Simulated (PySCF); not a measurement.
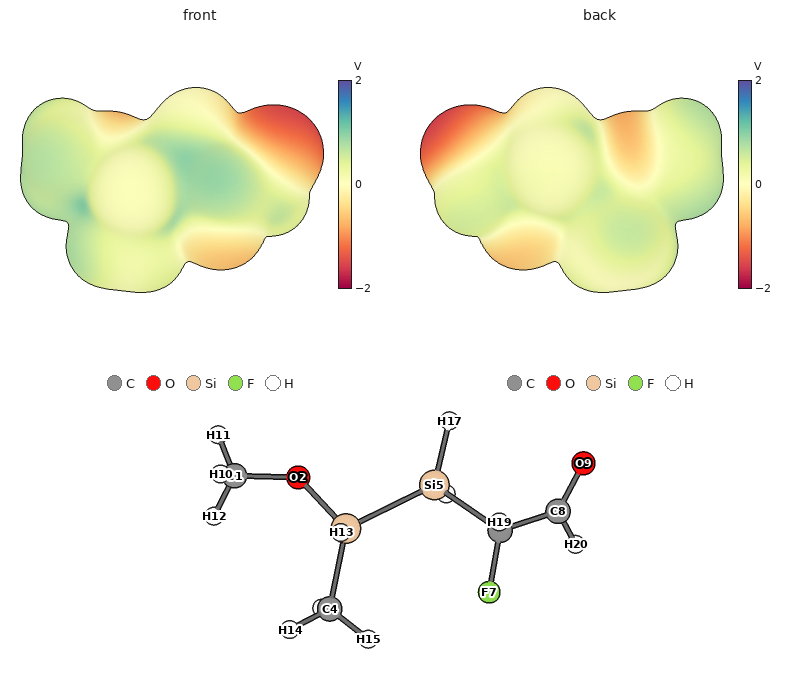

*C4H11FO2Si2. The electrostatic potential painted on the density surface at 0.001 e/bohr³, seen from the front and from behind; red is negative and blue positive. The bare structure is drawn below in the same view.*

Geometry: GFN2-xTB.

The calculation used PBE0/pcSseg-1, SCF density, gas phase, non-relativistic in PySCF.

```json
{"atom": "C", "x (Å)": "-3.2321", "y (Å)": "0.3013", "z (Å)": "-1.4952"}
{"atom": "O", "x (Å)": "-1.8425", "y (Å)": "0.1933", "z (Å)": "-1.4009"}
{"atom": "Si", "x (Å)": "-0.8869", "y (Å)": "0.3838", "z (Å)": "-0.0964"}
{"atom": "C", "x (Å)": "-1.3325", "y (Å)": "-0.8008", "z (Å)": "1.3330"}
{"atom": "Si", "x (Å)": "1.1204", "y (Å)": "-0.0948", "z (Å)": "-1.1288"}
{"atom": "C", "x (Å)": "2.4693", "y (Å)": "0.4380", "z (Å)": "0.1807"}
{"atom": "F", "x (Å)": "2.1525", "y (Å)": "-0.1714", "z (Å)": "1.3852"}
{"atom": "C", "x (Å)": "3.7725", "y (Å)": "-0.0113", "z (Å)": "-0.3193"}
{"atom": "O", "x (Å)": "4.3865", "y (Å)": "0.5206", "z (Å)": "-1.2090"}
{"atom": "H", "x (Å)": "-3.5590", "y (Å)": "1.3070", "z (Å)": "-1.2236"}
{"atom": "H", "x (Å)": "-3.5179", "y (Å)": "0.0970", "z (Å)": "-2.5272"}
{"atom": "H", "x (Å)": "-3.7227", "y (Å)": "-0.4160", "z (Å)": "-0.8341"}
{"atom": "H", "x (Å)": "-1.0412", "y (Å)": "1.7547", "z (Å)": "0.4406"}
{"atom": "H", "x (Å)": "-2.2441", "y (Å)": "-0.5041", "z (Å)": "1.8482"}
{"atom": "H", "x (Å)": "-0.5383", "y (Å)": "-0.8336", "z (Å)": "2.0724"}
{"atom": "H", "x (Å)": "-1.4786", "y (Å)": "-1.8156", "z (Å)": "0.9681"}
{"atom": "H", "x (Å)": "1.5266", "y (Å)": "0.6149", "z (Å)": "-2.3456"}
{"atom": "H", "x (Å)": "1.4009", "y (Å)": "-1.5198", "z (Å)": "-1.3777"}
{"atom": "H", "x (Å)": "2.4358", "y (Å)": "1.5159", "z (Å)": "0.3455"}
{"atom": "H", "x (Å)": "4.1259", "y (Å)": "-0.9483", "z (Å)": "0.1520"}
```

### Describe the electrostatic potential map.

The most negative region (about −1.5 V) lies over O9, the most positive (about +0.9 V) over C1, Si3, Si5 and H19. O9 is the likeliest acceptor of a hydrogen bond.

### How polar is the molecule by this calculation?

Its dipole moment is 4.00 D.
